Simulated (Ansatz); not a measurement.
Reaction (SMILES): Br atom → [Br-] (an electron is taken up)
B3LYP-D3(BJ)/def2-TZVP geometries, fixed; electronic energies without zero-point terms; positive where energy is released.

Basis-set convergence of the adiabatic electron affinity at r2SCAN with Ansatz (a first-principles code). Cartesian d functions, on some or all atoms, in 6-31G; all else is spherical. Open shells are unrestricted. No added dispersion term, no relativity. Functions are those of the species that has most. Reference: the value in aug-cc-pV5Z, 3.503 eV, itself unsure by roughly 0.002 eV (its mean distance from aug-pcseg-3, aug-cc-pVQZ, def2-QZVPPD). Deviations are taken from unrounded values.

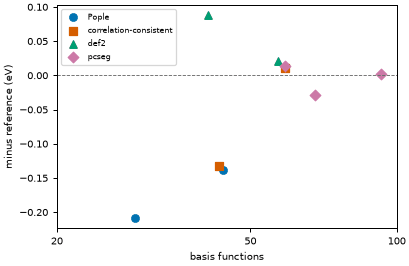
Figure: Deviation from the reference against the number of basis functions, by family of sets.

```json
[
 {"basis": "6-31G", "functions": "29", "adiabatic electron affinity (eV)": "3.294", "minus reference (eV)": "-0.209"},
 {"basis": "def2-SVPD", "functions": "41", "adiabatic electron affinity (eV)": "3.591", "minus reference (eV)": "0.088"},
 {"basis": "cc-pVTZ", "functions": "43", "adiabatic electron affinity (eV)": "3.371", "minus reference (eV)": "-0.132"},
 {"basis": "6-311G**", "functions": "44", "adiabatic electron affinity (eV)": "3.365", "minus reference (eV)": "-0.138"},
 {"basis": "def2-TZVPPD", "functions": "57", "adiabatic electron affinity (eV)": "3.524", "minus reference (eV)": "0.021"},
 {"basis": "aug-cc-pVTZ", "functions": "59", "adiabatic electron affinity (eV)": "3.514", "minus reference (eV)": "0.011"},
 {"basis": "aug-pcseg-2", "functions": "59", "adiabatic electron affinity (eV)": "3.517", "minus reference (eV)": "0.014"},
 {"basis": "pcseg-3", "functions": "68", "adiabatic electron affinity (eV)": "3.475", "minus reference (eV)": "-0.028"},
 {"basis": "aug-pcseg-3", "functions": "93", "adiabatic electron affinity (eV)": "3.504", "minus reference (eV)": "0.001"}
]
```
